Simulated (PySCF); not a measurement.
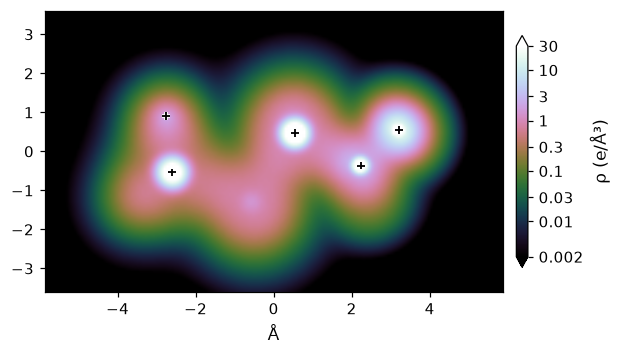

The total electron density on a plane through atoms (crosses mark nuclei in the plane).

Computed with PBE0/pcSseg-1, SCF density, gas phase, non-relativistic in PySCF.

Candidates:
A. CH4F3P3Si (SMILES FC(F)(F)p1[pH]p1[SiH3])
B. C6H6NS (SMILES C=Nc1cc[s+]cc1) (charge +1)
C. C7H9NO (SMILES C#CC(=O)NCC1CC1)

Which candidate gave the map?

Candidate A: CH4F3P3Si on the plane of atoms F4, C2 and P5, which holds C, F, P, Si and H. C–F (1.34 Å): ρ at the midpoint is about 2.4 e/Å³. C–P (1.88 Å): ρ at the midpoint is about 1.1 e/Å³, with its minimum of 0.99 e/Å³ about 1.2 Å from C.
